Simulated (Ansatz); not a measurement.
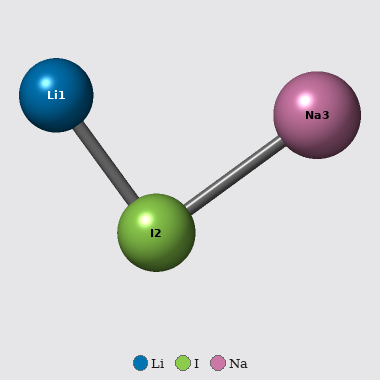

The system is Li⁺ + INa; the picture shows the reference structure. 
- Coordinates scanned: (1) distance Li1–I2; (2) distance I2–Na3.
- Nothing is relaxed (the angle Li1–I2–Na3 is fixed at 90 degrees).
- The grid has 15 × 15 points.
- All energies are given in eV relative to Li with charge +1 far from the relaxed INa (each part in its own basis).
- The D4 coefficients can switch as the alkali atoms part, which puts small steps into the map.
- Level of theory: RKS PBE-D4/def2-TZVPD (Ansatz 0.2.0).

Its coordinates:

| atom | x (Å) | y (Å) | z (Å) |
| --- | --- | --- | --- |
| Li | -2.5280 | 0.0000 | 0.0000 |
| I | 0.0000 | 0.0000 | 0.0000 |
| Na | 0.0000 | 2.9640 | 0.0000 |

Range: distance Li1–I2 from 2.136 to 4.136 Å; distance I2–Na3 from 2.440 to 4.440 Å.

Question: What landscape does the calculation give?

Answer: The lowest grid point is at distance Li1–I2 = 2.528 Å, distance I2–Na3 = 2.964 Å, −1.97 eV from Li with charge +1 far from the relaxed INa (each part in its own basis). The highest grid point, distance Li1–I2 = 4.136 Å, distance I2–Na3 = 4.440 Å, lies 2.13 eV above the lowest.

```tsv
distance I2–Na3 ↓, distance Li1–I2 →	2.136	2.201	2.295	2.406	2.528	2.660	2.801	2.948	3.102	3.262	3.427	3.598	3.773	3.952	4.136
4.440	−0.95	−1.09	−1.23	−1.29	−1.28	−1.21	−1.10	−0.95	−0.79	−0.63	−0.48	−0.32	−0.15	0.01	0.15
4.256	−1.02	−1.17	−1.31	−1.37	−1.37	−1.30	−1.19	−1.04	−0.88	−0.73	−0.59	−0.43	−0.26	−0.11	0.04
4.077	−1.10	−1.25	−1.39	−1.46	−1.46	−1.39	−1.28	−1.14	−0.99	−0.84	−0.70	−0.54	−0.38	−0.23	−0.09
3.902	−1.18	−1.34	−1.48	−1.55	−1.55	−1.49	−1.38	−1.25	−1.10	−0.95	−0.82	−0.66	−0.51	−0.35	−0.21
3.731	−1.26	−1.42	−1.56	−1.64	−1.64	−1.59	−1.48	−1.35	−1.20	−1.07	−0.94	−0.78	−0.63	−0.48	−0.34
3.566	−1.32	−1.48	−1.63	−1.71	−1.72	−1.67	−1.57	−1.44	−1.30	−1.16	−1.03	−0.88	−0.73	−0.59	−0.45
3.406	−1.39	−1.55	−1.70	−1.78	−1.80	−1.75	−1.65	−1.52	−1.38	−1.25	−1.12	−0.98	−0.83	−0.69	−0.56
3.252	−1.45	−1.61	−1.77	−1.86	−1.87	−1.83	−1.73	−1.61	−1.48	−1.35	−1.22	−1.08	−0.94	−0.80	−0.68
3.105	−1.50	−1.67	−1.83	−1.92	−1.94	−1.89	−1.80	−1.69	−1.56	−1.43	−1.31	−1.17	−1.03	−0.90	−0.78
2.964	−1.53	−1.70	−1.86	−1.95	−1.97	−1.93	−1.85	−1.74	−1.61	−1.48	−1.37	−1.23	−1.10	−0.97	−0.85
2.832	−1.52	−1.69	−1.85	−1.95	−1.97	−1.94	−1.86	−1.75	−1.62	−1.50	−1.39	−1.26	−1.13	−1.00	−0.89
2.710	−1.46	−1.63	−1.80	−1.90	−1.92	−1.89	−1.81	−1.71	−1.59	−1.47	−1.36	−1.23	−1.10	−0.98	−0.87
2.599	−1.35	−1.52	−1.69	−1.79	−1.82	−1.79	−1.71	−1.61	−1.49	−1.38	−1.27	−1.15	−1.02	−0.90	−0.79
2.505	−1.19	−1.36	−1.53	−1.63	−1.66	−1.64	−1.56	−1.46	−1.35	−1.24	−1.14	−1.01	−0.89	−0.77	−0.67
2.440	−1.03	−1.20	−1.37	−1.48	−1.51	−1.49	−1.41	−1.31	−1.20	−1.09	−0.99	−0.88	−0.75	−0.64	−0.53
```

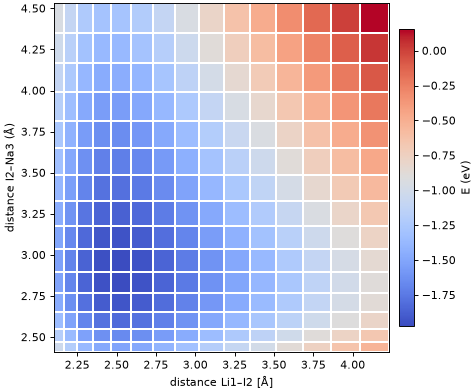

Drawn: one coloured cell a grid point.

Each point was launched as `ansatz run input.yaml --threads 1 --pin off --max-ram 2560MiB --backend cpu --events-out ev --progress --plain --runs-dir out`. The whole map (225 points run) took 19 min on 1 thread of Arm Neoverse N1 (shared host).
